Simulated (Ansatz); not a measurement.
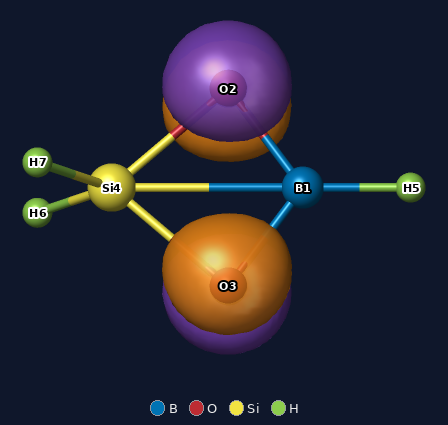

The picture shows: BH3O2Si. The HOMO at ±0.2 Å⁻³ᐟ² (orange and purple are the two phases), seen from one side.

Geometry: BLYP-D3(BJ)/def2-SVP.

These are results of isolated molecule in a Gaussian basis; Kohn-Sham density functional theory, functional PBE0 (Ansatz), not measurements.

```yaml
atoms:
  - { symbol: B, position_ang: [-0.5203, 0.4318, -1.5938] }
  - { symbol: O, position_ang: [-1.0858, 0.6619, -2.8601] }
  - { symbol: O, position_ang: [-1.3605, -0.4635, -0.9091] }
  - { symbol: Si, position_ang: [-2.3269, -0.4231, -2.3414] }
  - { symbol: H, position_ang: [0.5003, 0.9148, -1.1715] }
  - { symbol: H, position_ang: [-2.3892, -1.7100, -3.0925] }
  - { symbol: H, position_ang: [-3.6725, 0.1975, -2.1728] }
```

> Describe this orbital and give its energy.

It lies mainly on O2 (about 40 %) and O3 (about 40 %); largely a combination of lone pairs on O2 and O3. Its energy is −9.40 eV.
